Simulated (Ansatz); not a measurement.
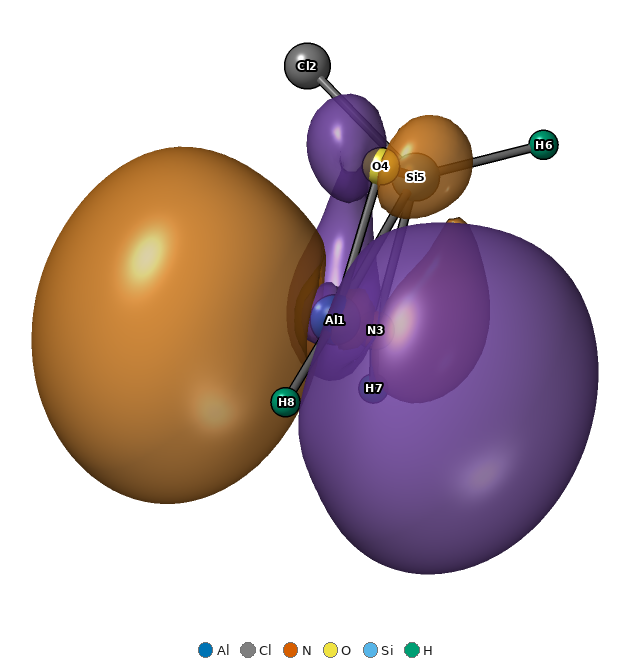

Figure. AlClH3NOSi. One frontier orbital at ±0.06 Å⁻³ᐟ² (orange and purple are the two phases), seen at an oblique angle.

Geometry: PBE0-D3(BJ)/def2-SVP.

All numbers below come from isolated molecule in a Gaussian basis; Kohn-Sham density functional theory, functional PBE0 in Ansatz 0.2.0.

Input

```
crystal:
  periodic: [false, false, false]
  atoms:
    - {symbol: Al, position_ang: [-1.054322, 1.633696, 0.360793]}
    - {symbol: Cl, position_ang: [-1.896471, -2.271662, 0.185670]}
    - {symbol: N, position_ang: [-0.117690, 0.311365, -0.420546]}
    - {symbol: O, position_ang: [-2.516474, 0.765726, -0.082353]}
    - {symbol: Si, position_ang: [-1.632058, -0.466884, -0.784781]}
    - {symbol: H, position_ang: [-1.955700, -0.712524, -2.209626]}
    - {symbol: H, position_ang: [0.827626, -0.007066, -0.583398]}
    - {symbol: H, position_ang: [-0.811112, 2.998253, 1.093176]}
basis:
  gaussian:
    orbitals: def2-TZVPD
hamiltonian:
  xc: {name: PBE0}
output: {forces: true, orbitals: {seedname: orbitals}}
```

Run with:

```sh
ansatz run input.yaml --threads 2 --pin off --max-ram 4350MiB --events-out events.jsonl --progress --plain --runs-dir runs
```

Which orbital is it: HOMO or LUMO?

Answer. The LUMO, at −0.88 eV. It lies mainly on Al1 (about 75 %) and H8 (about 10 %).
